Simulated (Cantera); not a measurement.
Charge: 1 mol Si, a varied amount of HCl, equilibrated at 775 K and 0.00960 bar.

These are equilibrium values from Cantera (NASA tables, ideal gas, pure condensed phases), not measurements of a reactor. Candidate condensed phases: Si; 19 gas species. The tables' values for SiCl3 are old estimates; treat these amounts as uncertain. Kinetics and transport are ignored.

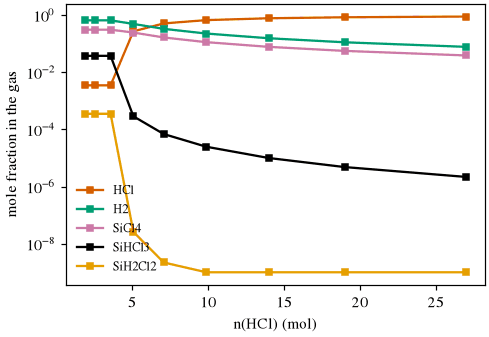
Figure: Equilibrium gas composition (values under 1e-9 drawn at 1e-9)

**Question.** Read off the mole fractions at 5.1 mol HCl.

**Answer.** H2 about 0.49, HCl about 0.27, SiCl4 about 0.24, SiHCl3 about 0.00029, SiH2Cl2 about 2.6e-8.
